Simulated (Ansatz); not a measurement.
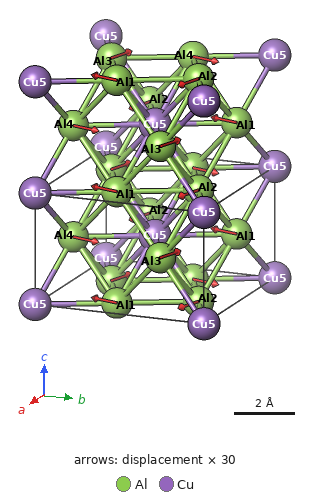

A relaxation of crystalline Al₄Cu (a generated structure, set up in I4/m). The starting structure is drawn; red arrows show the displacements (the part carried along by the change of the cell is left out), magnified 30 times.

A ball-and-stick model of the conventional cell (2 times the calculation's cell), repeated 1 × 1 × 2 with one cell outlined, seen slightly off an axis. Lengths and directions refer to the drawn axes.

All numbers below come from DFT PBE, scalar-relativistic, plane waves, PAW in Ansatz.

Input file:
```yaml
crystal:
  lattice:
    - [-3.09851132, 3.09851132, 1.95967063]
    - [3.09851132, -3.09851132, 1.95967063]
    - [3.09851132, 3.09851132, -1.95967063]
  atoms:
    - { symbol: Al, position: [0.6, 0.8, 0.4] }
    - { symbol: Al, position: [0.2, 0.6, 0.8] }
    - { symbol: Al, position: [0.8, 0.4, 0.2] }
    - { symbol: Al, position: [0.4, 0.2, 0.6] }
    - { symbol: Cu, position: [0.0, 0.0, 0.0] }
basis:
  ecutwfc: 420
kpoints:
  mp_grid: { grid: [12, 12, 12] }
hamiltonian:
  xc: pbe
scf:
  occupations: { method: gaussian, width: 0.1 }
output:
  forces: true
  stress: true
  eigenvalues: true
  write_density: true
  write_potential: true
  elf: true
  volumetric_format: npy
relax:
  adjacent_minimum: "off"
  f_tol: 0.01
  max_steps: 80
  cell: { stress_tol: 0.05 }
```

Launched with:
```bash
ansatz run input.yaml --threads 1 --pin off --max-ram 2560MiB --backend cpu --events-out ev --progress --plain --runs-dir out
```

What happened in the run?

The energy falls by 7.0 meV per atom in 4 accepted moves (6 points after the start). Largest force component: 0.21 eV/Å at the start, 0.00048 eV/Å at the end. The pressure goes from 2.45 to 0.00 GPa. At 2 points the geometry stayed and the basis and grid were re-selected for the new cell (energy shift of 0.2 meV per atom at most each time). The largest moves relative to the cell, 0.038 Å, are those of Al1, Al2, Al3 and Al4. Al1 goes along [−1 −3 0]. Cu stays in place. Cell: a = b 6.197 → 6.222 Å (+0.4 %), c 3.919 → 3.988 Å (+1.8 %). Volume +2.6 %. Some distances before and after: Al1–Al2 2.771 → 2.827 Å, Al1–Cu5 2.771 → 2.803 Å, Al1–Al4 2.771 → 2.748 Å, Al1–Cu5 (another image) 2.771 → 2.754 Å. The space group stays I4/m (No. 87).
